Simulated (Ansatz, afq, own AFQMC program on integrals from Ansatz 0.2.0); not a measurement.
# SiH₃+ (triplet): AFQMC on the coupled-cluster ladder at scale of all distances = 1.304, cc-pVDZ, part 2 of 2

Ansatz 0.2.0, Gaussian basis, and an in-house AFQMC program (afq) on its integrals; all values are calculated; cc-pVDZ, frozen cores. Earlier steps stand in the parts before.

## 14. Phaseless AFQMC, CISD trial on UHF

It reads the integrals that the CCSD(T) run on this determinant wrote.

The run is started by

```sh
$ afq ham --method phaseless --trial cisd --walkers 4000 --populations 20 --least-time 60 --time-step 0.005 --steps-per-block 50 --equilibration-blocks 40 --max-blocks 4000 --target-error 0.00029 --factor-cut 1e-05 --start spin_pure --seed 9214 --release-times 0.24,0.51,0.99,1.62,2.4 --release-step 0.03 --release-every 3 --taylor-order 6
```

The log of the run:

```text
orbitals 28  electrons 4 2  factors 190 of 318
reference energy -290.17544176 Eh
CCSD correlation -0.10715813 Eh in 12 cycles, weight of the determinant in the CISD state 0.8933
energy of the start -290.281577 Eh
 block  time / (1/Eh)  mean weight  energy / Eh
     1     0.250  0.9999  -290.281366
     2     0.500  0.9999  -290.281756
     3     0.750  0.9998  -290.282346
     4     1.000  0.9998  -290.282877
     5     1.250  0.9999  -290.283322
     6     1.500  0.9999  -290.283804
     7     1.750  1.0001  -290.284198
     8     2.000  0.9999  -290.284372
     9     2.250  0.9999  -290.284607
    10     2.500  1.0000  -290.284686
    11     2.750  1.0000  -290.284860
    13     3.250  1.0000  -290.285122
    15     3.750  1.0001  -290.285457
    17     4.250  0.9999  -290.285842
    19     4.750  1.0000  -290.285957
    21     5.250  0.9995  -290.285638
    23     5.750  1.0000  -290.285748
    25     6.250  0.9998  -290.285856
    27     6.750  0.9999  -290.285904
    29     7.250  0.9999  -290.285752
    31     7.750  0.9997  -290.285633
    33     8.250  1.0001  -290.285861
    35     8.750  0.9998  -290.285792
    37     9.250  1.0000  -290.285654
    39     9.750  1.0002  -290.285704
    41    10.250  1.0001  -290.285781
    43    10.750  1.0001  -290.286010
    45    11.250  1.0000  -290.285842
    47    11.750  1.0001  -290.285797
    49    12.250  0.9998  -290.285862
    51    12.750  1.0001  -290.285849
    53    13.250  0.9999  -290.285452
    55    13.750  1.0000  -290.285751
    57    14.250  0.9998  -290.285928
    59    14.750  1.0001  -290.285716
    61    15.250  1.0001  -290.285673
    63    15.750  1.0000  -290.285672
    65    16.250  1.0001  -290.285599
    67    16.750  1.0000  -290.285809
    69    17.250  0.9999  -290.285771
    71    17.750  1.0001  -290.285720
    73    18.250  1.0000  -290.285933
    75    18.750  1.0000  -290.285741
    77    19.250  1.0001  -290.285559
    79    19.750  0.9998  -290.285609
    81    20.250  0.9998  -290.285764
    83    20.750  1.0003  -290.285701
    85    21.250  1.0002  -290.285571
    87    21.750  1.0000  -290.285640
    89    22.250  1.0001  -290.285570
error from the spread of 20 populations
released: time / (1/Eh)  energy / Eh  error  mean overlap
  0.24  -290.285760  0.000063  1.0017
  0.51  -290.285759  0.000136  0.9993
  0.99  -290.285974  0.000045  1.0008
  1.62  -290.286056  0.000042  0.9993
  2.40  -290.292754  0.006616  0.9977
energy -290.285703 +/- 0.000057 Eh
```

Run time: 43 s. Hardware: 1 × NVIDIA H100 80GB HBM3 with 2 threads of AMD EPYC 7R13 (Zen 3), shared host; peak host memory 1.6 GiB.

Energy -7899.0764 ± 0.0016 eV. Caveats: constraint bias not in the error.

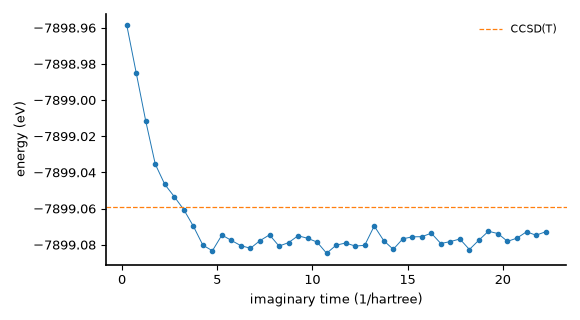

Block energies along the walk.

## 15. Phaseless AFQMC, single-determinant trial on UHF

It reads the integrals that the CCSD(T) run on this determinant wrote.

The run is started by

```sh
$ afq ham --method phaseless --trial hf --walkers 4000 --populations 20 --least-time 40 --time-step 0.005 --steps-per-block 20 --equilibration-blocks 160 --max-blocks 4000 --target-error 0.00145 --factor-cut 1e-05 --start spin_pure --seed 6102 --taylor-order 6
```

The log of the run:

```text
orbitals 28  electrons 4 2  factors 190 of 318
reference energy -290.17544176 Eh
CCSD correlation -0.10715813 Eh in 12 cycles, weight of the determinant in the CISD state 0.8933
energy of the start -290.176502 Eh
 block  time / (1/Eh)  mean weight  energy / Eh
     1     0.100  1.0002  -290.190548
     2     0.200  1.0004  -290.202271
     3     0.300  1.0006  -290.212261
     4     0.400  1.0005  -290.220091
     5     0.500  1.0003  -290.227957
     6     0.600  1.0003  -290.233732
     7     0.700  1.0002  -290.239189
     8     0.800  1.0004  -290.244367
     9     0.900  1.0001  -290.248327
    10     1.000  1.0002  -290.252359
    13     1.300  1.0001  -290.260017
    19     1.900  0.9999  -290.272154
    25     2.500  1.0001  -290.278460
    31     3.100  0.9997  -290.279581
    37     3.700  0.9999  -290.288316
    43     4.300  0.9998  -290.283422
    49     4.900  1.0000  -290.281568
    55     5.500  1.0002  -290.282830
    61     6.100  1.0001  -290.284737
    67     6.700  1.0001  -290.282835
    73     7.300  1.0000  -290.283883
    79     7.900  1.0000  -290.283507
    85     8.500  1.0001  -290.282009
    91     9.100  1.0000  -290.286130
    97     9.700  0.9999  -290.286081
   103    10.300  1.0001  -290.284760
   109    10.900  1.0001  -290.283553
   115    11.500  1.0001  -290.282654
   121    12.100  1.0000  -290.282170
   127    12.700  0.9999  -290.281795
   133    13.300  0.9999  -290.284247
   139    13.900  1.0000  -290.284819
   145    14.500  1.0000  -290.283134
   151    15.100  0.9999  -290.281083
   157    15.700  1.0000  -290.283085
   163    16.300  0.9999  -290.283444
   169    16.900  1.0001  -290.283280
   175    17.500  1.0000  -290.283737
   181    18.100  1.0002  -290.285500
   187    18.700  0.9999  -290.283668
   193    19.300  0.9999  -290.283696
   199    19.900  0.9999  -290.283490
   205    20.500  1.0000  -290.284784
   211    21.100  1.0000  -290.283219
   217    21.700  1.0000  -290.284584
   223    22.300  0.9999  -290.285460
   229    22.900  1.0001  -290.283623
   235    23.500  1.0001  -290.284243
error from the spread of 20 populations
energy -290.283848 +/- 0.000760 Eh
```

Run time: 29 s. Hardware: 1 × NVIDIA H100 80GB HBM3 with 2 threads of AMD EPYC 7R13 (Zen 3), shared host; peak host memory 1.6 GiB.

Energy -7899.0259 ± 0.0207 eV. Caveats: constraint bias not in the error.

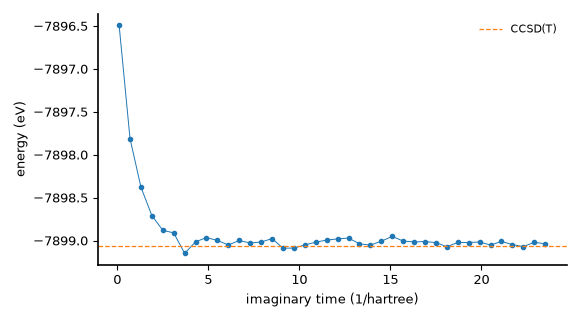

Block energies along the walk.

## 16. All levels side by side

The full CI on restricted orbitals is not used as the yardstick for these unrestricted rows.

On the UHF determinant, counted from CCSDTQ (a yardstick, not exact):

| level | energy (eV) | from CCSDTQ (kJ/mol) | statistical error (kJ/mol) | time |
| --- | --- | --- | --- | --- |
| HF | -7896.0760 | +290.8 |  |  |
| MP2 | -7898.1068 | +94.9 |  |  |
| CCSD | -7898.9919 | +9.5 |  |  |
| CCSD(T) | -7899.0589 | +3.0 |  |  |
| CCSDT(Q) | -7899.0893 | +0.1 |  |  |
| CCSDTQ | -7899.0900 | 0.0 |  |  |
| Phaseless AFQMC, CISD trial, step 0.005, 4000 walkers | -7899.0764 | +1.3 | 0.2 | 43 s |
| Phaseless AFQMC, single-determinant trial, step 0.005, 4000 walkers | -7899.0259 | +6.2 | 2.0 | 29 s |

The functionals' totals stand on their own zeros and serve differences with other points: PBE -7907.877 eV; r2SCAN -7911.110 eV; PBE0 -7908.466 eV; B3LYP -7912.591 eV; wB97M-V -7910.810 eV; B2PLYP -7908.246 eV.

## 17. What came out

This closing draws on all 2 parts.

| quantity | value |
| --- | --- |
| CCSD(T) on UHF from CCSDTQ | +3.0 kJ/mol |
| Phaseless AFQMC, CISD trial on UHF from CCSDTQ | +1.3 ± 0.2 kJ/mol |
| Phaseless AFQMC, single-determinant trial on UHF from CCSDTQ | +6.2 ± 2.0 kJ/mol |

In words: On UHF the phaseless walk with the CISD trial lies +1.3 kJ/mol from CCSDTQ, 9 times its error bar. Error bars are statistical and leave out the constraint, the time step and what remains of the start.
